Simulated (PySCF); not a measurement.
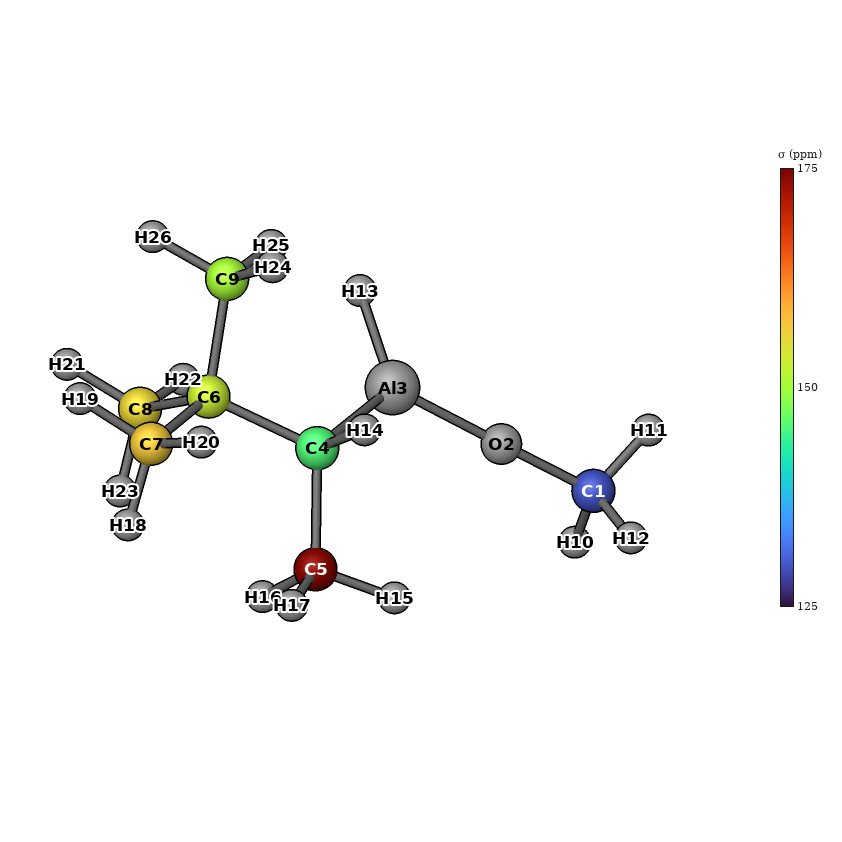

Atoms are coloured by their isotropic NMR shieldings (C only, the others grey). The geometry was computed by an optimisation with GFN2-xTB. No frequency run is at hand to confirm it as a minimum. Level of theory: GIAO PBE0/pcSseg-1 NMR shielding, non-relativistic, gas phase (PySCF 2.14.0).

### Which C atom is the most shielded (lowest chemical shift)?

C5 (173.9 ppm).

### Which C atom is the least shielded (highest chemical shift)?

C1 (129.8 ppm).

### How wide is the range of C shifts?

44.1 ppm.

Give the isotropic NMR shieldings of the C atoms atom by atom.

| atom | σ (ppm) |
| --- | --- |
| C1 | 129.8 |
| C4 | 145.7 |
| C5 | 173.9 |
| C6 | 153.0 |
| C7 | 156.9 |
| C8 | 155.7 |
| C9 | 150.3 |

The geometry is semi-empirical. Around Al such bond lengths and angles can be off by a tenth of an ångström or more and by several degrees, and values that hang on the shape move with them.
